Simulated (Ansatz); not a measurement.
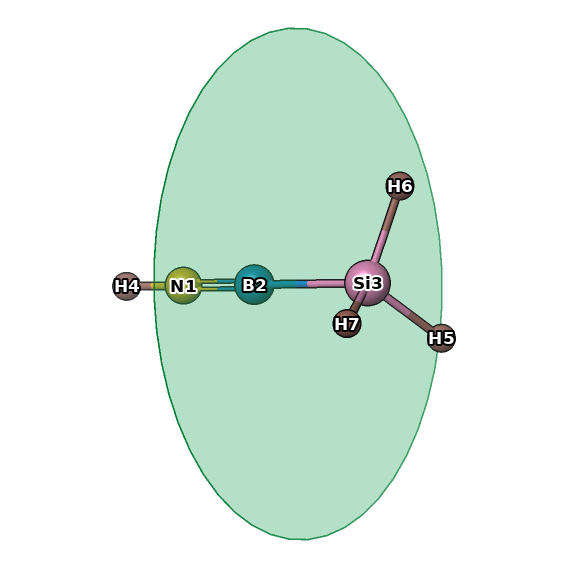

A disc through the centre of mass is drawn in. Atoms fade into the background with distance from the viewer. Computed geometry: PBE0-D4/def2-TZVP optimisation. No frequency run is at hand to confirm it as a minimum.

Q: Is the plane of the disc a mirror plane of the structure?

A: No. The point group is C3v, with 1 C3 axis and 3 mirror planes, and this plane isn't one of its mirror planes.
